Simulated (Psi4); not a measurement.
**One shape, several levels: GeTe (SMILES [Ge][Te])**

We compute a comparison of 5 runs (HF/def2-SVP, BP86/STO-3G, M06-2X/def2-TZVP, EOM-CC3/LANL2DZ, EOM-CCSD/LANL2DZ) of GeTe. 

The calculation is run with Psi4 1.11.

5 further runs of the same task are left out: 2 that didn't finish, 3 set aside as unsound or not needed.

### 1 The structure to begin with

GeTe has 2 atoms, charge 0, and is taken as a singlet. SMILES: `[Ge][Te]`. The bond length is the measured one.

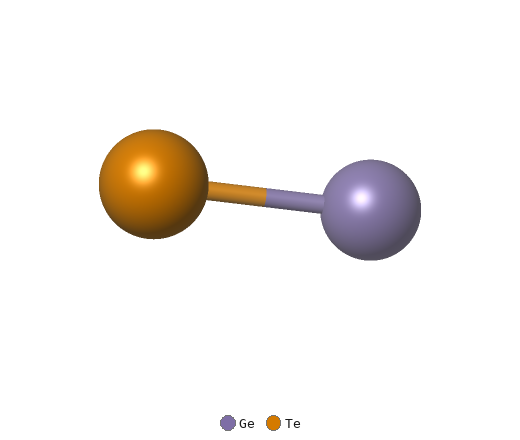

The structure, seen from a chosen angle (germanium purple, tellurium orange).

### 2 Energy and gradient at HF/def2-SVP (core potential) (run 1)

Contents of gete.inp:

```
memory 1600 mb

molecule {
  0 1
  Ge     0.00000000     0.00000000     0.00000000
  Te     0.00000000     0.00000000     4.42227094
  units bohr
  symmetry c1
}

set basis def2-SVP
set puream true
set e_convergence 1e-09
set d_convergence 1e-08
set scf_type pk

gradient('hf')
```

The run is started by

```sh
psi4 -i gete.inp -o gete.out -n 1
```

gete.out:

```text
[...]
    !!!  WARNING: ECP capability is in beta. Please check occupations closely.  !!!
[...]
  Running in c1 symmetry.
[...]
  Nuclear repulsion =  173.666428497933708
[...]
  Multiplicity = 1
[...]
  Nalpha       = 28
  Nbeta        = 28
[...]
    Number of basis functions: 58
[...]
   @RHF iter   1: -2340.03574043409344   -4.84463e+00   3.97551e-02 DIIS/ADIIS
[...]
   @RHF iter  14: -2342.13136517022394   -4.54747e-12   2.12799e-09 DIIS
[...]
  @RHF Final Energy: -2342.13136517022394
   => Energetics <=
    Nuclear Repulsion Energy =            173.6664284979337083
    One-Electron Energy =               -3708.1219706581705395
    Two-Electron Energy =                1192.3241769900125746
    Total Energy =                      -2342.1313651702239440
[...]
 Multipole Moments:
 ------------------------------------------------------------------------------------
     Multipole            Electronic (a.u.)      Nuclear  (a.u.)        Total (a.u.)
 ------------------------------------------------------------------------------------
 L = 1.  Multiply by 2.5417464519 to convert [e a0] to [Debye]
 Dipole X            :          0.0000000            0.0000000            0.0000000
 Dipole Y            :          0.0000000            0.0000000            0.0000000
 Dipole Z            :         50.9748941          -51.6995702           -0.7246761
 Magnitude           :                                                    0.7246761
[...]
  -Total Gradient:
     Atom            X                  Y                   Z
    ------   -----------------  -----------------  -----------------
       1        0.000000004371     0.000000000147    -0.004776535151
       2       -0.000000004371    -0.000000000147     0.004776534911
[...]
```

It took 3.9 s on 1 thread of Intel Xeon Platinum 8488C (Sapphire Rapids), shared host; peak memory 0.22 GiB.

### 3 A single-point energy at BP86/STO-3G (run 2)

Contents of job.inp:

```
memory 1600 mb

molecule molecule1 {
  Ge     0.000000     0.000000     0.000000
  Te     0.000000     0.000000     2.340165
  no_reorient
  no_com
}

set basis STO-3G
set scf_type direct

E = energy("bp86")
```

The run is started by

```sh
psi4 -i job.inp -o job.out -n 1
```

job.out:

```text
[...]
  Running in c2v symmetry.
[...]
  Nuclear repulsion =  376.277261883192011
[...]
  Multiplicity = 1
[...]
  Nalpha       = 42
  Nbeta        = 42
[...]
    Number of basis functions: 45
[...]
   @DF-RKS iter   1: -8735.73381105700173   -2.22536e+00   3.07597e-02 DIIS/ADIIS
[...]
   @RKS iter  21: -8602.91619497027204   -1.76438e-07   5.33054e-07 DIIS
[...]
  @RKS Final Energy: -8602.91619497027204
   => Energetics <=
    Nuclear Repulsion Energy =            376.2772618831920113
    One-Electron Energy =              -12664.5023587037994730
    Two-Electron Energy =                3937.1384610352652089
    DFT Exchange-Correlation Energy =    -251.8295591849285415
    Empirical Dispersion Energy =           0.0000000000000000
    VV10 Nonlocal Energy =                  0.0000000000000000
    Total Energy =                      -8602.9161949702720449
[...]
 Multipole Moments:
 ------------------------------------------------------------------------------------
     Multipole            Electronic (a.u.)      Nuclear  (a.u.)        Total (a.u.)
 ------------------------------------------------------------------------------------
 L = 1.  Multiply by 2.5417464519 to convert [e a0] to [Debye]
 Dipole X            :          0.0000000            0.0000000            0.0000000
 Dipole Y            :          0.0000000            0.0000000            0.0000000
 Dipole Z            :       -230.5639161          229.9580888           -0.6058273
 Magnitude           :                                                    0.6058273
[...]
```

Run time: 3.6 s. Hardware: 1 thread of Intel Xeon Platinum 8488C (Sapphire Rapids), shared host; peak memory 0.24 GiB.

### 4 The charge distribution at M06-2X/def2-TZVP (Cholesky decomposition, core potential) (run 3)

Contents of gete.inp:

```
memory 1600 MB

molecule m {
  0 1
  Ge     0.00000000     0.00000000     0.00000000
  Te     0.00000000     0.00000000     4.42227094
  units au
  no_reorient
  no_com
}

set basis def2-TZVP
set scf_type cd

result, w = energy('m06-2x', return_wfn=True)
oeprop(w, 'MULLIKEN_CHARGES', 'QUADRUPOLE', title='M06-2X')
```

The run is started by

```sh
psi4 -i gete.inp -o gete.out -n 1
```

gete.out:

```text
[...]
  Running in c2v symmetry.
[...]
  Nuclear repulsion =  173.666428497933708
[...]
  Multiplicity = 1
[...]
  Nalpha       = 28
  Nbeta        = 28
[...]
    Number of basis functions: 98
[...]
   @RKS iter   1: -2343.42360192064734   -4.21107e+00   5.50184e-02 ADIIS/DIIS
[...]
   @RKS iter  10: -2344.97914394157942   -6.49829e-08   5.90116e-07 DIIS
[...]
  @RKS Final Energy: -2344.97914394157942
   => Energetics <=
    Nuclear Repulsion Energy =            173.6664284979337083
    One-Electron Energy =               -3708.6105049730595056
    Two-Electron Energy =                1237.2547009735737902
    DFT Exchange-Correlation Energy =     -47.2897684400276930
    Empirical Dispersion Energy =           0.0000000000000000
    VV10 Nonlocal Energy =                  0.0000000000000000
    Total Energy =                      -2344.9791439415794230
[...]
 Multipole Moments:
 ------------------------------------------------------------------------------------
     Multipole            Electronic (a.u.)      Nuclear  (a.u.)        Total (a.u.)
 ------------------------------------------------------------------------------------
 L = 1.  Multiply by 2.5417464519 to convert [e a0] to [Debye]
 Dipole X            :          0.0000000            0.0000000            0.0000000
 Dipole Y            :          0.0000000            0.0000000            0.0000000
 Dipole Z            :       -106.7929232          106.1345026           -0.6584206
 Magnitude           :                                                    0.6584206
 L = 2.  Multiply by 1.3450342976 to convert [e a0^2] to [Debye ang]
 Quadrupole XX       :        -32.7536630            0.0000000          -32.7536630
 Quadrupole XY       :          0.0000000            0.0000000            0.0000000
[...]
```

Run time: 9.9 s. Hardware: 1 thread of Intel Xeon Platinum 8488C (Sapphire Rapids), shared host; peak memory 0.5 GiB.

Atomic charges (e):

| atom | Mulliken |
| --- | --- |
| Ge1 | +0.237 |
| Te2 | -0.237 |

Run 4 isn't shown in full; the table further down has it.

### 5 The vertical excitations at EOM-CCSD/LANL2DZ (core potential, Cartesian functions) (run 5)

Contents of calc.dat:

```
memory 1.6 GB

molecule mol {
  0 1
  Ge
  Te 1 r2

  r2 = 2.340165
  symmetry c1
  no_reorient
  no_com
}

set {
  basis LANL2DZ
  num_frozen_docc 0
  scf_type pk
  roots_per_irrep [3]
}

energy_value = properties('eom-ccsd', properties=['oscillator_strength'])
```

The run is started by

```sh
psi4 -i calc.dat -o calc.out -n 1
```

calc.out:

```text
[...]
  Running in c1 symmetry.
[...]
  Nuclear repulsion =    5.427075892546038
[...]
  Multiplicity = 1
[...]
  Nalpha       = 5
  Nbeta        = 5
[...]
    Number of basis functions: 16
[...]
   @RHF iter   1:   -11.43721604791686   -1.10493e+00   1.35069e-02 DIIS/ADIIS
[...]
   @RHF iter  14:   -11.49693199747924    0.00000e+00   7.74623e-11 DIIS
[...]
  @RHF Final Energy:   -11.49693199747924
   => Energetics <=
    Nuclear Repulsion Energy =              5.4270758925460383
    One-Electron Energy =                 -29.0634400250493243
    Two-Electron Energy =                  12.1394321350240446
    Total Energy =                        -11.4969319974792406
[...]
 Multipole Moments:
 ------------------------------------------------------------------------------------
     Multipole            Electronic (a.u.)      Nuclear  (a.u.)        Total (a.u.)
 ------------------------------------------------------------------------------------
 L = 1.  Multiply by 2.5417464519 to convert [e a0] to [Debye]
 Dipole X            :          0.0000000            0.0000000            0.0000000
 Dipole Y            :          0.0000000            0.0000000            0.0000000
 Dipole Z            :          0.7794768           -1.6510302           -0.8715534
 Magnitude           :                                                    0.8715534
[...]
      * MP2 total energy                      =  -11.575865242933165
[...]
      * CCSD total energy                     =  -11.584041925968153
[...]
                     Excitation Energy              Total Energy
[...]
	                   Ground State -> Excited State Transitions
[...]
	                   Ground State -> Excited State Transitions
	                   Excitation Energy          OS       RS        RS     Einstein A
[...]
	                   Excited State -> Excited State Transitions
[...]
```

Run time: 4.8 s. Hardware: 1 thread of Intel Xeon Platinum 8488C (Sapphire Rapids), shared host; peak memory 0.19 GiB.

The roots found:

| excited state | energy (eV) | strength |
| --- | --- | --- |
| 1 | 3.221 | 0.0000 |
| 2 | 3.221 | 0.0000 |
| 3 | 3.231 | 0.0000 |

### 6 The series

| run | level | task | integrals | energy (Eh) | dipole moment (D) | HOMO energy (eV) | LUMO energy (eV) | wall time |
| --- | --- | --- | --- | --- | --- | --- | --- | --- |
| 1 | HF/def2-SVP (core potential) | gradient | pk | -2342.131365 | 1.84 | -8.86 | 0.21 | 3.9 s |
| 2 | BP86/STO-3G | energy | direct | -8602.916195 | 1.54 | -1.27 | -0.45 | 3.6 s |
| 3 | M06-2X/def2-TZVP (Cholesky decomposition, core potential) | properties | cd | -2344.979144 | 1.67 | -7.96 | -1.81 | 9.9 s |
| 4 | EOM-CC3/LANL2DZ (core potential, Cartesian functions) | excited | pk | -11.591942 | – | -8.97 | -0.12 | 4.2 s |
| 5 | EOM-CCSD/LANL2DZ (core potential, Cartesian functions) | excited | pk | -11.584042 | – | -8.97 | -0.12 | 4.8 s |

### 7 Summary of results

| quantity | value |
| --- | --- |
| run 5: ground-state or mean-field energy | -11.58404 Eh |
| run 5: HOMO energy (Hartree–Fock orbitals) | -8.97 eV |
| run 5: LUMO energy (Hartree–Fock orbitals) | -0.12 eV |
| run 5: HOMO–LUMO gap (Hartree–Fock orbitals) | 8.86 eV |
| run 5: T1 diagnostic | 0.036 |
| run 5: lowest excitation energy | 3.22 eV |

In words: Over runs 1, 2, 3 the dipole moment (its size) runs from 1.54 D (BP86/STO-3G) to 1.84 D (HF/def2-SVP). The two ends differ in method and basis and core potential. Over runs 1, 2, 3 the HOMO–LUMO gap runs from 0.81 eV (BP86/STO-3G) to 9.06 eV (HF/def2-SVP). Totals of different functionals can't be ranked against each other. Some runs of one species differ in core potentials or relativity; totals across that change don't compare. In run 5 the T1 diagnostic is large, so a single reference may not serve. In run 2 the basis is minimal, so the values are rough. In run 2 relativity is left out where basis or elements ask for it. All runs together took 26 s, the longest 9.9 s.
